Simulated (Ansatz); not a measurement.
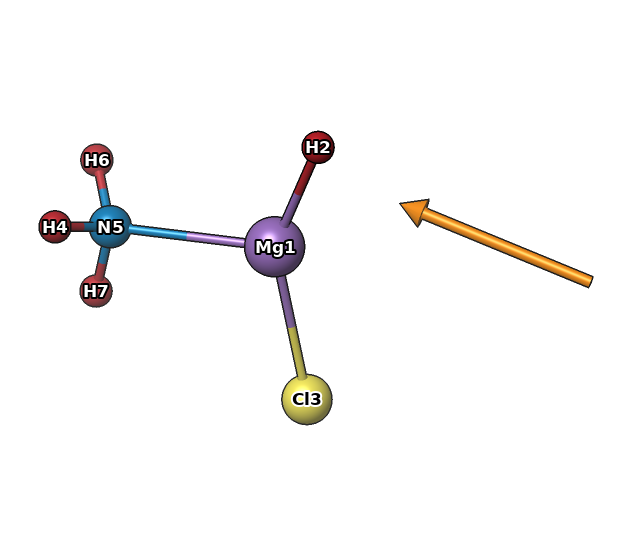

The arrow beside the molecule shows the direction of the dipole moment, from the negative to the positive end (its length means nothing). The computed structure is the end point of a PBE0-D4/def2-TZVP optimisation. Level of theory: RKS PBE0-D4/def2-TZVP (Ansatz 0.2.0).

**Estimate the dipole moment.**

6.11 D; it points from the side of Cl3 to the side of H4, H6 (the outermost atoms at the two ends).
